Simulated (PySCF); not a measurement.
C7H8Cl2O

Input file:

```
{"job": {"xc": "PBE0", "basis": "pcSseg-1", "kind": "nmr", "pop": true}, "charge": 0, "multiplicity": 1}
O      2.601421     0.018994    -1.695580
C      2.461626     0.395773    -0.570681
C      1.428389    -0.130474     0.394601
C      0.395921    -1.089407    -0.221567
Cl     0.240488    -2.637103     0.634299
C     -0.696574    -0.080621     0.081802
C     -1.855205     0.271919    -0.796112
C     -2.092964    -0.356762     0.541482
C      0.295867     0.869269     0.726012
Cl     0.453630     2.453430    -0.077374
H      3.098668     1.185606    -0.132353
H      1.937469    -0.513964     1.280807
H      0.567967    -1.314240    -1.275267
H     -2.008680    -0.324656    -1.682101
H     -2.083318     1.319029    -0.923545
H     -2.407500    -1.388303     0.581473
H     -2.488179     0.257096     1.336375
H      0.142216     1.070730     1.786072
```

Launched as:

```sh
OMP_NUM_THREADS=1 python ens_run.py task.json out
```

Geometry: GFN2-xTB.

These are results of PBE0/pcSseg-1, SCF density, gas phase, non-relativistic in PySCF, not measurements.

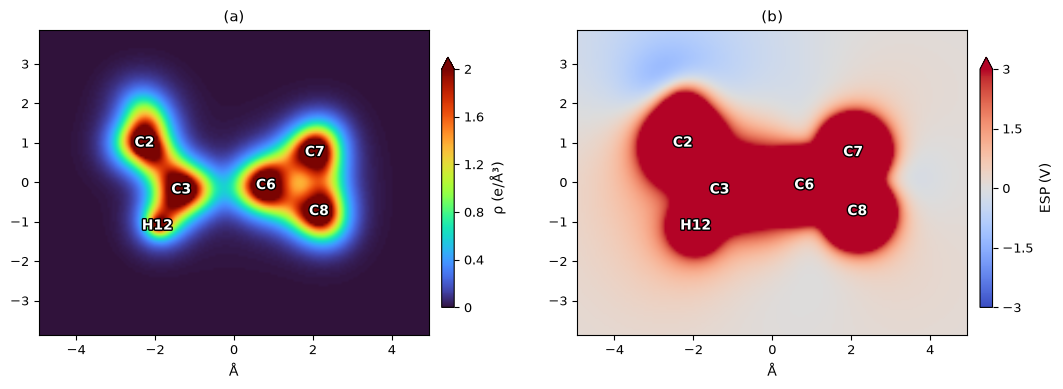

Figure 1. (a) electron density; (b) molecular electrostatic potential on the plane of atoms C6, C7 and C8.

Describe what can be read from this map.

The plane passes through C and H nuclei.
C–C (1.50 Å): ρ at the midpoint is about 1.6 e/Å³.
C–H (1.09 Å): ρ is about 2 e/Å³ halfway.
C–C (1.51 Å): the density is about 1.7 e/Å³ at the midpoint.
Outside the dense part of the molecule the potential is most negative (−1.2 V) near O1, which lies off the plane.

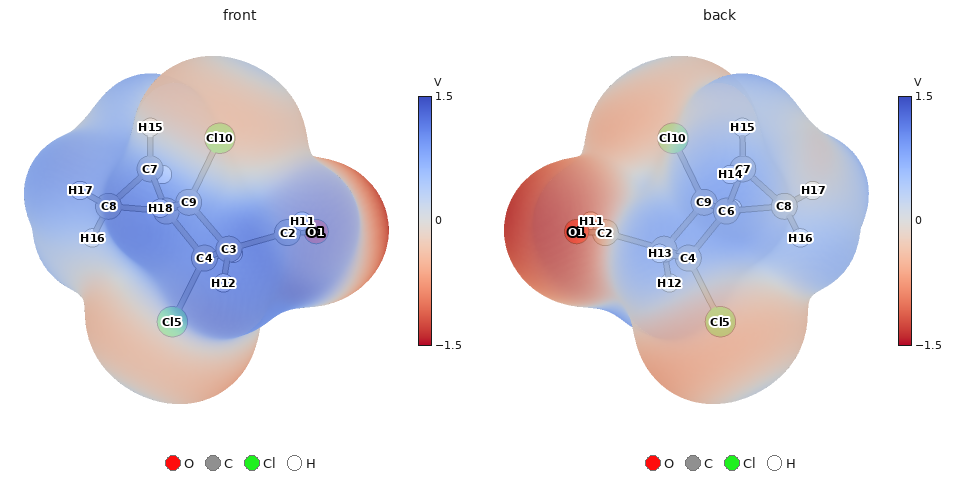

Figure 2. The molecular electrostatic potential painted on the density surface at 0.001 e/bohr³, seen from the front and from behind; the colour scale runs from red (negative) to blue (positive).

Where is the surface potential most negative and most positive?

The most negative region (about −1.3 V) lies over O1, the most positive (about +1.1 V) over the C and H atoms. O1 is the likeliest acceptor of a hydrogen bond.

How polar is the molecule by this calculation?

Its dipole moment is 2.54 D.
